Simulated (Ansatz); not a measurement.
# CH4OSSi: one molecule under many settings, part 2 of 2

Ansatz 0.2.0, Gaussian basis; the settings change from run to run.

**7. PBEsol/STO-3G**

in.yaml

```yaml
crystal:
  periodic: [false, false, false]
  atoms:
    - {symbol: O, position_ang: [-0.419104, -0.636159, 1.647322]}
    - {symbol: C, position_ang: [-0.256605, -0.512945, 0.463540]}
    - {symbol: Si, position_ang: [0.522678, 1.083251, -0.284292]}
    - {symbol: S, position_ang: [-0.707132, -1.766296, -0.725364]}
    - {symbol: H, position_ang: [0.605248, 0.964664, -1.761059]}
    - {symbol: H, position_ang: [-0.347482, 2.217461, 0.106219]}
    - {symbol: H, position_ang: [1.872458, 1.229038, 0.309787]}
    - {symbol: H, position_ang: [-1.177962, -2.636214, 0.188145]}
basis:
  gaussian: {orbitals: STO-3G}
hamiltonian: {xc: {name: PBEsol}}
```

Launch:

```
$ ansatz run in.yaml --threads 2 --pin off --events-out ev --progress --plain --max-ram 4352MiB
```

The log of the run:

```text
Functional definition: PBEsol
  name "PBEsol"
  cite "Perdew et al., Phys. Rev. Lett. 100, 136406 (2008) doi:10.1103/PhysRevLett.100.136406"
  cite "Perdew, Burke & Ernzerhof, Phys. Rev. Lett. 77, 3865 (1996) doi:10.1103/PhysRevLett.77.3865"
  parent pbesol
  exchange = pbesol_x
  correlation = pbesol_c
389 factors; integrals over basis functions are off by at most 3.5e-5 eV
mean field evaluation 1: about -21550.7637 eV, gradient 2.6e1 eV
mean field evaluation 2: about -21533.5539 eV, gradient 8.9e1 eV
mean field evaluation 4: about -21552.8500 eV, gradient 3.9e0 eV
mean field evaluation 8: about -21552.8403 eV, gradient 3.2e-2 eV
mean field -21552.84033404 eV, -792.0522732361 hartree, gradient 3.3e-5 eV, S^2 0.000000; 0 other end points of the search recorded, 0 dependent functions left out
reference -21552.84035220 eV, -792.0522739034 hartree; 24, 24 occupied and 8, 8 virtual orbitals, 389 factors
Total energy: -21552.84035220 eV, -792.0522739034 hartree
```

It took 0.55 s on 2 threads of Arm Neoverse V1, shared host.

**8. HSE06/x2c-TZVPPall**

in.yaml: that of step 7 with these lines changed.

```diff
@@ -12,3 +12,4 @@
 basis:
-  gaussian: {orbitals: STO-3G}
-hamiltonian: {xc: {name: PBEsol}}
+  gaussian: {orbitals: x2c-TZVPPall}
+hamiltonian: {xc: {name: HSE06}}
+output: {forces: true}
```

Launched as before.

The log of the run:

```text
Functional definition: HSE06
  name "HSE06"
  cite "Heyd, Scuseria & Ernzerhof, J. Chem. Phys. 118, 8207 (2003) doi:10.1063/1.1564060"
  cite "Krukau, Vydrov, Izmaylov & Scuseria, J. Chem. Phys. 125, 224106 (2006) doi:10.1063/1.2404663"
  cite "Heyd & Scuseria, J. Chem. Phys. 120, 7274 (2004) doi:10.1063/1.1668634"
  cite "Ernzerhof & Perdew, J. Chem. Phys. 109, 3313 (1998) doi:10.1063/1.476928"
  cite "Perdew, Burke & Ernzerhof, Phys. Rev. Lett. 77, 3865 (1996) doi:10.1103/PhysRevLett.77.3865"
  parent pbe
  parameter a = 0.25
  parameter omega = 0.11/bohr
  # The whole range is PBE's own exchange, as in plane waves. The composition of these papers is wPBEh.
  exchange = pbe_x - a*pbe_x_sr(omega) + a*exact_x_sr(omega)
  correlation = pbe_c
1176 factors; their error is unknown
96 factors; integrals over basis functions are off by at most 8.8e-7 eV
mean field evaluation 1: about -21895.1788 eV, gradient 5.1e1 eV
mean field evaluation 2: about -21863.3057 eV, gradient 1.3e2 eV
mean field evaluation 4: about -21900.0623 eV, gradient 1.4e1 eV
mean field evaluation 8: about -21900.4778 eV, gradient 1.7e-1 eV
mean field evaluation 16: about -21900.5237 eV, gradient 1.8e-4 eV
mean field -21900.52365693 eV, -804.8293996842 hartree, gradient 1.0e-5 eV, S^2 0.000000; 0 other end points of the search recorded, 0 dependent functions left out
the calculation of the forces begins
reference -21900.52369651 eV, -804.8294011387 hartree; 24, 24 occupied and 178, 178 virtual orbitals, 1176 factors
Total energy: -21900.52369651 eV, -804.8294011387 hartree
Relativity: scalar
Atom 0 at    -0.419104    -0.636159     1.647322 Å, force     0.000417     0.004467     0.016217 eV/Å
Atom 1 at    -0.256605    -0.512945     0.463540 Å, force    -0.003148    -0.003112     0.021064 eV/Å
Atom 2 at     0.522678     1.083251    -0.284292 Å, force     0.010905     0.022416    -0.010462 eV/Å
Atom 3 at    -0.707132    -1.766296    -0.725364 Å, force    -0.011916    -0.030867    -0.020009 eV/Å
Atom 4 at     0.605248     0.964664    -1.761059 Å, force     0.001248     0.004828     0.009515 eV/Å
Atom 5 at    -0.347482     2.217461     0.106219 Å, force     0.009907    -0.007857    -0.003737 eV/Å
Atom 6 at     1.872458     1.229038     0.309787 Å, force    -0.011732     0.001763    -0.005757 eV/Å
Atom 7 at    -1.177962    -2.636214     0.188145 Å, force     0.004319     0.008361    -0.006833 eV/Å
Dipole moment:     0.045943     0.044456    -0.287591 e Å
```

It took 6 s on 2 threads of Arm Neoverse V1, shared host; peak memory 0.51 GiB.

Largest force 0.039 eV/Å, dipole 1.42 D.

**9. BLYP/6-31G***

This run has charge +1, multiplicity 2.

in.yaml: that of step 8 with these lines changed.

```diff
@@ -12,4 +12,5 @@
 basis:
-  gaussian: {orbitals: x2c-TZVPPall}
-hamiltonian: {xc: {name: HSE06}}
-output: {forces: true}
+  gaussian: {orbitals: "6-31G*"}
+total_charge: 1
+magnetization: {spin_polarized: true, initial_magnetization: 1}
+hamiltonian: {xc: {name: BLYP}}
```

Same command.

The log of the run:

```text
Functional definition: BLYP
  name "BLYP"
  cite "Becke, Phys. Rev. A 38, 3098 (1988) doi:10.1103/PhysRevA.38.3098"
  cite "Lee, Yang & Parr, Phys. Rev. B 37, 785 (1988) doi:10.1103/PhysRevB.37.785"
  parameter beta = 0.0042
  parameter a = 0.04918
  parameter b = 0.132
  parameter c = 0.2533
  parameter d = 0.349
  exchange = b88_x(beta = beta)
  correlation = lyp_c(a = a, b = b, c = c, d = d)
894 factors; their error is unknown
mean field evaluation 1: about -21831.1480 eV, gradient 6.2e1 eV
mean field evaluation 2: about -21580.5305 eV, gradient 1.6e2 eV
mean field evaluation 4: about -21839.7287 eV, gradient 5.3e1 eV
mean field evaluation 8: about -21850.6530 eV, gradient 3.0e-1 eV
mean field evaluation 16: about -21850.5872 eV, gradient 2.2e-3 eV
mean field evaluation 32: about -21850.5559 eV, gradient 1.9e0 eV
mean field -21850.58717190 eV, -802.9942677073 hartree, gradient 5.5e-6 eV, S^2 0.753035; 5 other end points of the search recorded, 0 dependent functions left out
reference -21850.58748804 eV, -802.9942793253 hartree; 24, 23 occupied and 52, 53 virtual orbitals, 894 factors
Total energy: -21850.58748804 eV, -802.9942793253 hartree
```

Run time: 4.3 s. Hardware: 2 threads of Arm Neoverse V1, shared host.

⟨S²⟩ 0.753.

**10. B97M-V/x2c-TZVPPall**

Set apart from the defaults: atoms shaken by 0.03 Å, relativity set to scalar, high accuracy, the search for lower states set to light.

in.yaml

```yaml
crystal:
  periodic: [false, false, false]
  atoms:
    - {symbol: O, position_ang: [-0.462229, -0.652444, 1.639661]}
    - {symbol: C, position_ang: [-0.214015, -0.475967, 0.463014]}
    - {symbol: Si, position_ang: [0.532727, 1.057083, -0.253998]}
    - {symbol: S, position_ang: [-0.676105, -1.796311, -0.718560]}
    - {symbol: H, position_ang: [0.628015, 0.976645, -1.749352]}
    - {symbol: H, position_ang: [-0.355953, 2.238299, 0.127321]}
    - {symbol: H, position_ang: [1.861858, 1.273211, 0.311079]}
    - {symbol: H, position_ang: [-1.134184, -2.633043, 0.211101]}
basis:
  gaussian: {orbitals: x2c-TZVPPall}
hamiltonian: {xc: {name: B97M-V}, pseudopotentials: {relativity: scalar}}
accuracy: high
scf: {lower_state_search: light}
output: {forces: true}
```

The command is unchanged.

The log of the run:

```text
Functional definition: B97M-V
  name "B97M-V"
  cite "Mardirossian & Head-Gordon, J. Chem. Phys. 142, 074111 (2015) doi:10.1063/1.4907719"
  cite "Becke, J. Chem. Phys. 107, 8554 (1997) doi:10.1063/1.475007"
  cite "Vydrov & Van Voorhis, J. Chem. Phys. 133, 244103 (2010) doi:10.1063/1.3521275"
  # Of w^i u^j: cxij and so on, Table III.
  parameter cx00 = 1.000
  parameter cx01 = 1.308
  parameter cx02 = 1.901
  parameter cx10 = 0.416
  parameter cx11 = 3.070
  parameter css00 = 1.000
  parameter css02 = -1.855
  parameter css10 = -5.668
  parameter css32 = -20.497
  parameter css42 = -20.364
  parameter cos00 = 1.000
  parameter cos01 = 1.573
  parameter cos03 = -6.298
  parameter cos10 = 2.535
  parameter cos32 = -6.427
  parameter b = 6.0
  parameter c = 0.01
  gx(w, u) = cx00 + cx01*u + cx02*u^2 + (cx10 + cx11*u)*w
  gss(w, u) = css00 + css02*u^2 + css10*w + (css32*w^3 + css42*w^4)*u^2
  gos(w, u) = cos00 + cos01*u + cos03*u^3 + cos10*w + cos32*w^3*u^2
  exchange = spin_sum(e_x_unif_s*gx(b97_w, b97_u_x))
  correlation = spin_sum(e_c_pw_mod_same_spin*gss(b97_w, b97_u_same))
      + integral(e_c_pw_mod_opposite_spin*gos(b97_w_opposite, b97_u_opposite)) + vv10(b, c)
3486 factors; integrals over basis functions are off by at most 8.2e-9 eV
mean field evaluation 1: about -21899.5913 eV, gradient 5.4e1 eV
mean field evaluation 2: about -21828.4589 eV, gradient 1.6e2 eV
mean field evaluation 4: about -21904.5708 eV, gradient 2.3e1 eV
mean field evaluation 8: about -21905.7513 eV, gradient 8.8e-1 eV
mean field evaluation 16: about -21905.7530 eV, gradient 2.5e-4 eV
mean field -21905.75303590 eV, -805.0215758167 hartree, gradient 4.5e-8 eV, S^2 0.000000; 0 other end points of the search recorded, 0 dependent functions left out
the calculation of the forces begins
reference -21905.75304157 eV, -805.0215760252 hartree; 24, 24 occupied and 178, 178 virtual orbitals, 3486 factors
Total energy: -21905.75304157 eV, -805.0215760252 hartree
Relativity: scalar
Atom 0 at    -0.462229    -0.652444     1.639661 Å, force     0.534946     0.661527    -0.880122 eV/Å
Atom 1 at    -0.214015    -0.475967     0.463014 Å, force    -1.295096    -2.121625     1.263882 eV/Å
Atom 2 at     0.532727     1.057083    -0.253998 Å, force    -0.148671     1.660367    -0.724951 eV/Å
Atom 3 at    -0.676105    -1.796311    -0.718560 Å, force     0.384658     0.609910    -0.297491 eV/Å
Atom 4 at     0.628015     0.976645    -1.749352 Å, force    -0.062687    -0.089303     0.384599 eV/Å
Atom 5 at    -0.355953     2.238299     0.127321 Å, force     0.387175    -0.632928    -0.162014 eV/Å
Atom 6 at     1.861858     1.273211     0.311079 Å, force     0.266401    -0.050017     0.162898 eV/Å
Atom 7 at    -1.134184    -2.633043     0.211101 Å, force    -0.066726    -0.037930     0.253198 eV/Å
Dipole moment:     0.069562     0.026456    -0.226211 e Å
```

It took 63 s on 2 threads of Arm Neoverse V1, shared host; peak memory 1.2 GiB.

Largest force 2.789 eV/Å, dipole 1.14 D.

**11. The runs in one table**

| level | charge | multiplicity | geometry | functions | energy (eV) | time |
| --- | --- | --- | --- | --- | --- | --- |
| PBE/6-31G* | 0 | 3 | relaxed | 76 | -21845.095 | 4 s |
| B97M-V/aug-cc-pVTZ | 0 | 1 | relaxed | 284 | -21858.420 | 25 s |
| CAM-B3LYP/6-31++G** | 0 | 1 | shaken | 108 | -21856.613 | 2.5 s |
| B2PLYP/def2-TZVPP | 0 | 1 | relaxed | 202 | -21854.651 | 59 s |
| B3LYP5/STO-3G | 1 | 2 | relaxed | 32 | -21597.569 | 4 s |
| PBEsol/STO-3G | 0 | 1 | relaxed | 32 | -21552.840 | 0.55 s |
| HSE06/x2c-TZVPPall | 0 | 1 | relaxed | 202 | -21900.524 | 6 s |
| BLYP/6-31G* | 1 | 2 | relaxed | 76 | -21850.587 | 4.3 s |
| B97M-V/x2c-TZVPPall | 0 | 1 | shaken | 202 | -21905.753 | 63 s |

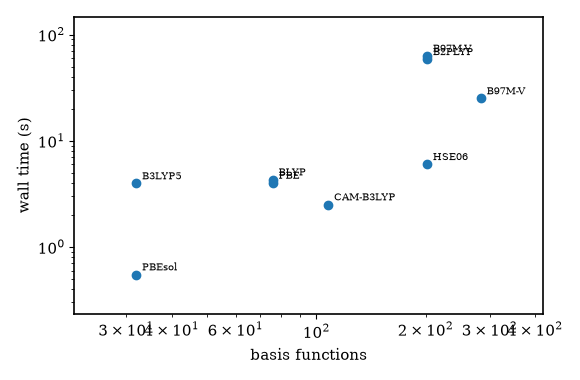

Wall time against the number of basis functions (shared host).

**12. Results**

What follows sums up all 2 parts.

```
                                         quantity                      value
                                             runs                          9
                                         quickest      PBEsol/STO-3G, 0.55 s
                                          slowest  B97M-V/x2c-TZVPPall, 63 s
spread of total energies, same state and geometry                   347.7 eV
                  dipole, same state and geometry             1.32 to 1.42 D
```

In words: Run time spans a factor of 115, from PBEsol/STO-3G to B97M-V/x2c-TZVPPall. The jobs differ in tasks and options as well as level. Total energies at one charge and spin differ by 348 eV between levels, so only differences within one level mean anything. Some of these runs are scalar-relativistic and others not, which shifts the totals of all-electron atoms past neon by eV; core potentials, where a basis has them, take the core out of the total altogether. At the PBE0-D4/def2-TZVP geometry and in the same state, runs without warnings or point charges leave forces up to 0.72 eV/Å (B2PLYP/def2-TZVPP), against 2.8 eV/Å where the atoms were moved. At that geometry and state the dipole changes by 7 % between the lowest and highest value.
